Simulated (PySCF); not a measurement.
| atom | x (Å) | y (Å) | z (Å) |
| --- | --- | --- | --- |
| O | -0.3413 | -1.1644 | 0.3349 |
| B | 1.0217 | -1.0930 | 0.3858 |
| O | 1.6527 | 0.0807 | 0.0545 |
| B | 0.9366 | 1.1886 | -0.3268 |
| O | -0.4268 | 1.1260 | -0.3791 |
| B | -1.0635 | -0.0523 | -0.0481 |
| O | -2.3953 | -0.3178 | -0.7359 |
| O | -2.4621 | 0.0745 | 0.5293 |
| H | 1.6643 | -2.0522 | 0.7198 |
| H | 1.5059 | 2.2076 | -0.6124 |

Geometry: PBE0-D3(BJ)/def2-SVP.

Computed with UKS B3LYP, IGLO-III on B O, pcH-1 on H, non-relativistic, mean-field spin-orbit, GIAO (PySCF 2.14.0, density-fitted response routines).

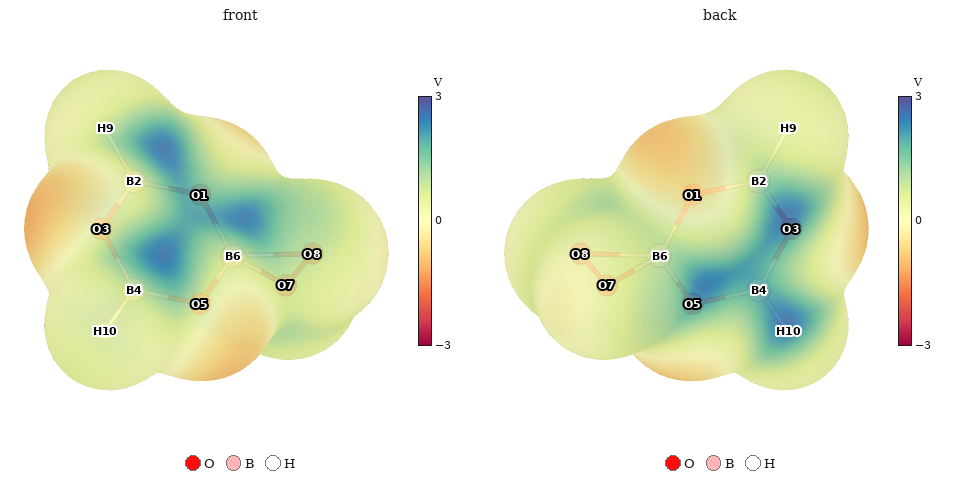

B3H2O5 (doublet). The molecular electrostatic potential painted on the density surface at 0.004 e/bohr³, seen from the front and from behind; red is negative and blue positive.

Question: Describe the electrostatic potential map.

Answer: The most negative region (about −1.0 V, or −23 kcal/mol for a unit charge) lies over O3, the most positive (about +2.5 V, or +58 kcal/mol for a unit charge) over B2, B4 and B6. O3 is the likeliest acceptor of a hydrogen bond.
